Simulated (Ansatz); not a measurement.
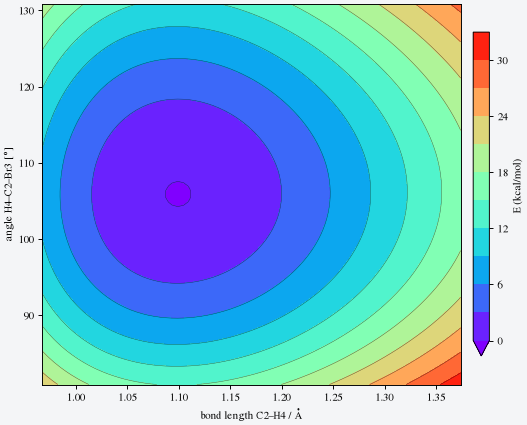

CHBrLi, SMILES [Li][CH+]Br, charge +1. First axis: bond length C2–H4. Second axis: angle H4–C2–Br3. Nothing is relaxed (all other coordinates rigid). Grid: 15 × 15 points. Points are written as (first, second). All energies are given in kcal/mol relative to the lowest grid point. This map comes from RKS r2SCAN-D4/def2-TZVP (Ansatz 0.2.0).

The picture shows filled contours. Between grid points the surface is interpolated.

The lowest grid point is at (1.112 Å, 105.9°). It is the only kind of minimum in the scanned range. The highest grid point, (1.374 Å, 80.9°), lies 31.8 kcal/mol above the lowest. Round the minimum the two coordinates are nearly uncoupled.

The system is changed to CHClLi, SMILES [Li][CH+]Cl, charge +1; the new grid has 13 × 13 points, laid about the new relaxed structure.

Question: How does the landscape change?

Answer: The minimum (interpolated where it lies between grid points) moves from about (1.099 Å, 106°) to about (1.101 Å, 107°). The curvature at the minimum changes by less than a tenth (about 31) eV/Å² along bond length C2–H4 and by less than a tenth (about 6.5) eV/rad² along angle H4–C2–Br3.

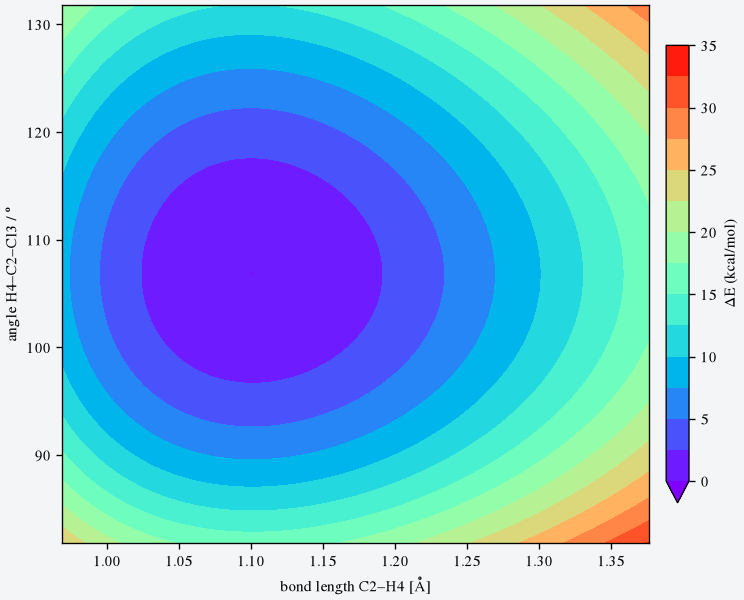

The map after the change, on a colour scale of its own. Drawn: filled contours. Between grid points the surface is interpolated.
